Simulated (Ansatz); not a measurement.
```yaml
crystal:
  lattice:
    - [4.04368, 0.00000, 0.00000]
    - [0.00000, 6.32506, 0.00000]
    - [0.00000, 0.00000, 10.12399]
  atoms:
    - { symbol: K, position: [0.00000, 0.00000, 0.31562] }
    - { symbol: K, position: [0.50000, 0.50000, 0.81562] }
    - { symbol: K, position: [0.00000, 0.00000, 0.68438] }
    - { symbol: K, position: [0.50000, 0.50000, 0.18438] }
    - { symbol: Nb, position: [0.50000, 0.00000, 0.00000] }
    - { symbol: Nb, position: [0.00000, 0.50000, 0.50000] }
    - { symbol: C, position: [0.00000, 0.88721, 0.00000] }
    - { symbol: C, position: [0.50000, 0.38721, 0.50000] }
    - { symbol: C, position: [0.00000, 0.11279, 0.00000] }
    - { symbol: C, position: [0.50000, 0.61279, 0.50000] }
```

Space group Immm; a structure generated by program, which may or may not match a known phase; computed without spin polarisation.

The calculation used DFT PBE, scalar-relativistic, plane waves, PAW (Ansatz 0.2.0).

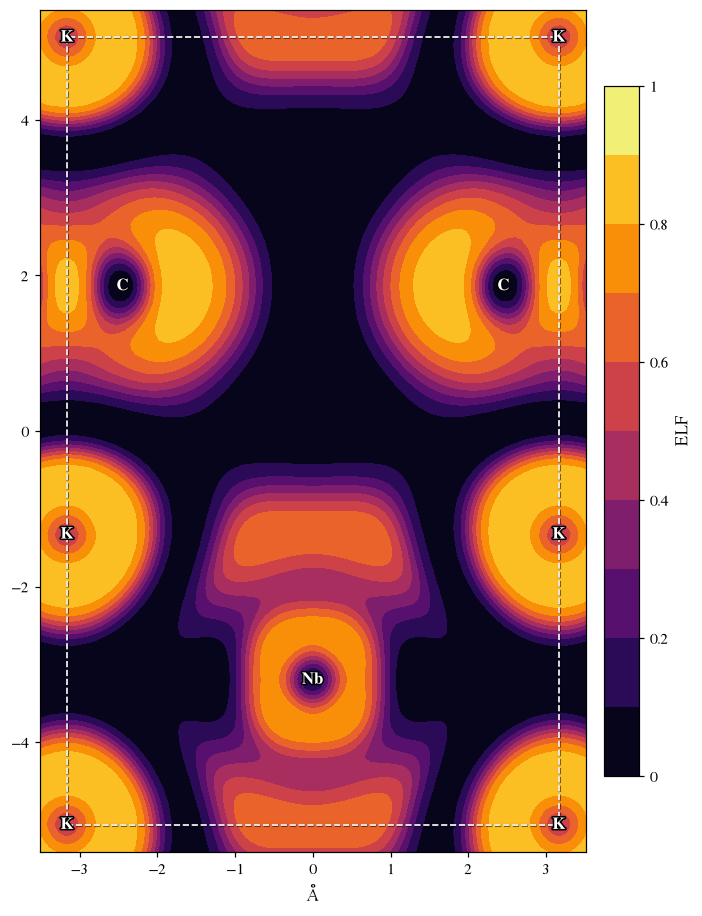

K$_{2}$NbC$_{2}$. Electron localisation function on the (100) plane of the conventional cell.

**Interpret the plot.**

The section cuts through K, Nb and C sites.
K–C (3.27 Å): the ELF is about 0.05 at the midpoint; no localised pair shows between them.
The features right at K and Nb lie inside the PAW spheres, where the map follows smoothed inner orbitals and isn't to be read closely.
